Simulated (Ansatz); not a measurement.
Cost and result by functional for the adsorption energy of OH on the 1x1 (111) surface of fcc Cu, one in a 2x2 cell, started at the site 'top Cu', in Ansatz (plane waves, PAW). Single points on the PBE structure, on one kind of machine; costs are rough ratios of the slab run's core time (references not counted) to the cheapest single point. r2SCAN's cost holds its higher cutoff (500 against 420 eV). Differences are taken against r2SCAN for comparison alone: no measured value is at hand, so the table doesn't rank accuracy.

Slab: 18 atoms, 6.2 Å thick at the start under the adsorbate (thin: gaps and levels are the slab's own); k 6x6x1, smearing 0.1 eV, dipole-corrected; 8 atoms held, the rest relaxed; start symmetry kept, larger cells not searched; spin-polarised, no spin-orbit, no U, no dispersion correction. The starting moment vanished. At the end it is bonded to 3 Cu. In PBE it is, or lies within 0.03 eV of, the lowest of the starts that converged. These notes are the PBE run's. r2SCAN: The program's check for a lower electronic state was not made. Adsorption energies are against H2O(g) − ½ H2(g). A negative adsorption energy means that the adsorbate is more stable on the surface than in its reference.

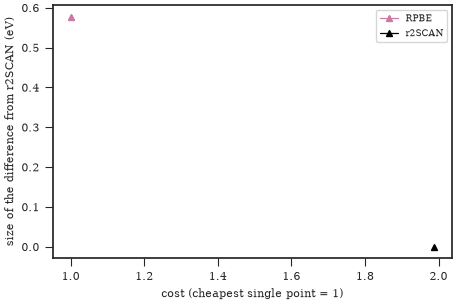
Figure. Difference from r2SCAN against cost

```csv
functional,relative cost,adsorption energy (eV),less r2SCAN (eV)
RPBE,1,0.53,0.58
r2SCAN,2,-0.05,0.00
PBE (the relaxed run's value),–,0.29,0.35
```

The values span 0.58 eV, while the single points' costs differ by a factor of roughly 2. Differences are of unrounded values.

Ansatz is a quantum-chemistry and plane-wave program.
